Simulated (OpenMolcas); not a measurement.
**BH3O (BH2(OH)): the vertical energy of the triplet above the singlet, rung by rung**

BH3O has 5 atoms, charge 0, and is taken as a singlet. SMILES: `[H]B([H])O`. The coordinates come from a GFN2-xTB relaxation.

Quantity: the vertical energy of the triplet above the singlet, in eV. The values are calculated.

```tsv
level	kind	program	value (eV)	less FCI/STO-3G	CPU time (all runs)
HF/STO-3G, open shells restricted	Hartree–Fock	OpenMolcas	7.56	-0.30	6.3 s
HF/STO-3G	Hartree–Fock	OpenMolcas	7.12	-0.74	4.6 s
SVWN5/STO-3G	LDA	OpenMolcas	6.79	-1.07	12 s
PBE/STO-3G	GGA	OpenMolcas	6.82	-1.04	16 s
CASPT2(2,2)/STO-3G	multireference	OpenMolcas	8.08	+0.22	4.3 s
CASSCF(2,2)/STO-3G	multireference	OpenMolcas	7.55	-0.31	4.6 s
MRCI(2,2)/STO-3G	multireference	OpenMolcas	8.05	+0.19	4.6 s
FCI/STO-3G, open shells restricted	exact in the basis	OpenMolcas	7.86	0.00	30 s
```

FCI/STO-3G, open shells restricted is exact within its basis and frozen core, so for wave-function methods in that basis the difference is their error; functionals converge differently with the basis, so for them it is only a difference. The values span 6.79 to 8.08 eV. A triplet this far above the singlet is often a Rydberg-like or dissociative state; sets without diffuse functions put Rydberg states too high. All rows use very small basis sets, so even the best lies far from the true value. Times are those of the runs behind each value, whatever else they computed, on shared processors of several kinds: orders of magnitude only.

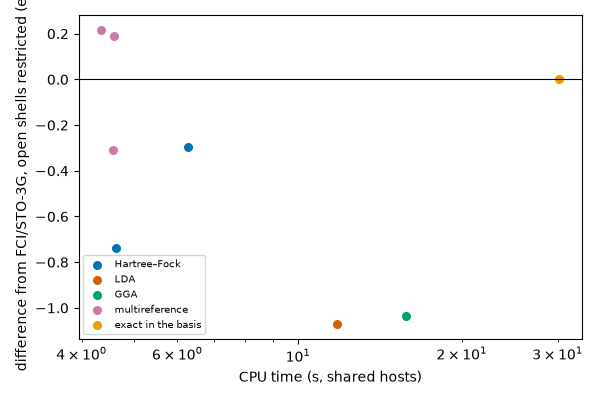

Difference from FCI/STO-3G, open shells restricted against processor time, one point a level.
